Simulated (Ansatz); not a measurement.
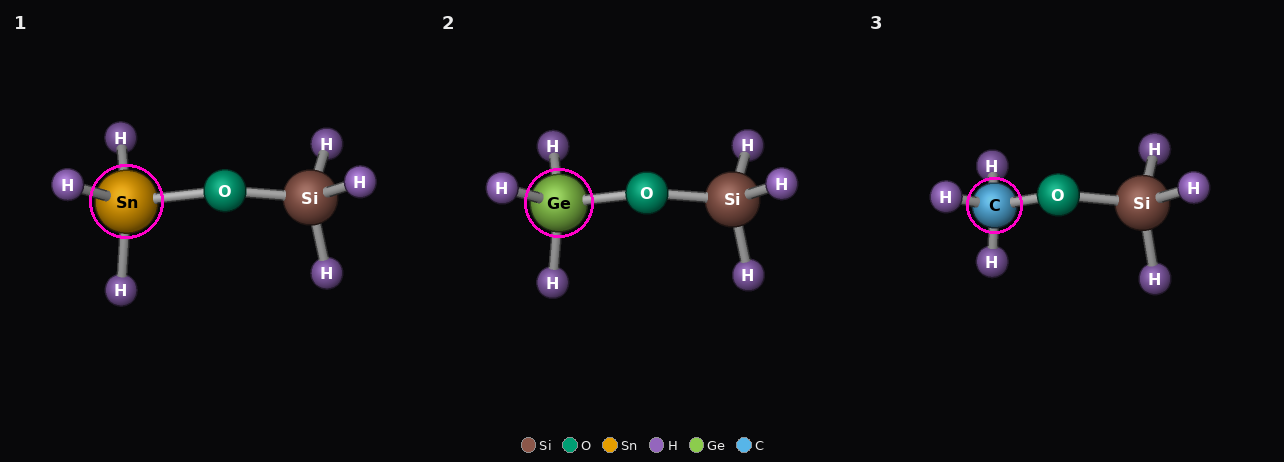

3 molecules with one skeleton, seen from the same side and at one scale; the atom that differs is circled. Charge 0, singlet. Computed geometries: PBE0-D4/def2-TZVP optimisations, one conformation each. Properties computed with Ansatz 0.2.0. Elements past Kr carry core potentials.

One atom differs, called X below: Sn in panel 1, Ge in panel 2, C in panel 3. Their formulas are H6OSiSn (`[SiH3][O][SnH3]`), GeH6OSi (`[SiH3][O][GeH3]`), CH6OSi (`CO[SiH3]`).

Rank them by the HOMO–LUMO gap, lowest first (ωB97M-V/def2-SVP).

1 (Sn), 2 (Ge), 3 (C).

Rank them by the mean length of X–H, lowest first (PBE0-D4/def2-TZVP).

3 (C), 2 (Ge), 1 (Sn).

Give the values. With PBE0-D4/def2-TZVP: mean length of X–H (Å), length of X–O (Å), mean angle O–X–H (°). With ωB97M-V/def2-SVP: HOMO energy (Kohn–Sham orbital) (eV), HOMO–LUMO gap (eV). With PBE-D4/def2-TZVPP: dipole moment (D).

```json
{"quantity": "mean length of X–H (Å)", "1 (Sn)": "1.703", "2 (Ge)": "1.536", "3 (C)": "1.095"}
{"quantity": "length of X–O (Å)", "1 (Sn)": "1.963", "2 (Ge)": "1.776", "3 (C)": "1.408"}
{"quantity": "mean angle O–X–H (°)", "1 (Sn)": "105.7", "2 (Ge)": "107.4", "3 (C)": "110.4"}
{"quantity": "HOMO energy (Kohn–Sham orbital) (eV)", "1 (Sn)": "−10.38", "2 (Ge)": "−10.63", "3 (C)": "−10.40"}
{"quantity": "HOMO–LUMO gap (eV)", "1 (Sn)": "11.70", "2 (Ge)": "12.63", "3 (C)": "13.15"}
{"quantity": "dipole moment (D)", "1 (Sn)": "1.99", "2 (Ge)": "1.21", "3 (C)": "1.04"}
```
